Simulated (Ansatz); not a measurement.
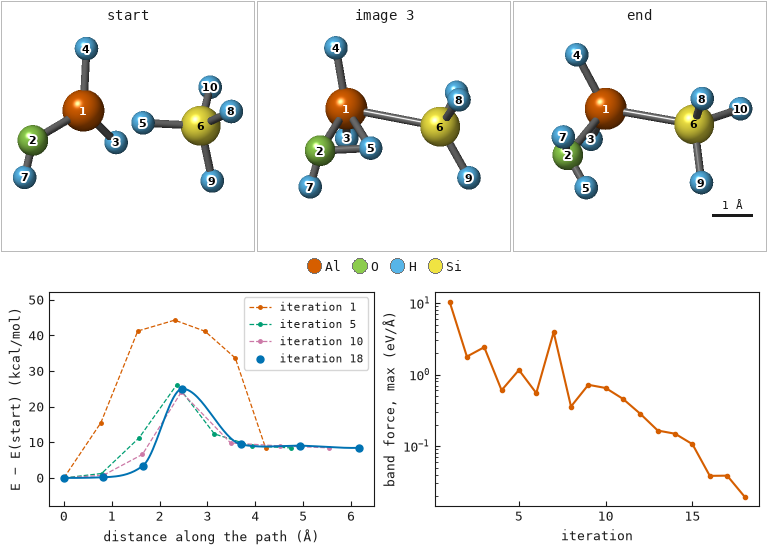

A nudged-elastic-band calculation for AlSiH$_{7}$O. Images are numbered from 0 (start) to 6 (end). The plot follows the band through its iterations. A ball-and-stick model, seen at a tilt.

Level of theory: Ansatz, RKS PBE-D4/def2-SVP. Settings: 5 movable images; climbing image; force threshold 0.03 eV/Å; iteration limit 60; starting path through a guess of the saddle point.

Did the band converge, and can the barrier be trusted?

The result is final at these settings. The band converged in 18 iterations. The largest component of the band force went from 11 to 0.02 eV/Å. The climbing image converged on the top of the path. Its vibrational analysis gives one imaginary mode (1085i cm⁻¹), as a transition state must have. The first iteration put the highest image at 44.3 kcal/mol. Forward barrier 25.0 kcal/mol, backward barrier 16.6 kcal/mol, with image 3 at the top; the reaction energy is +8.4 kcal/mol.
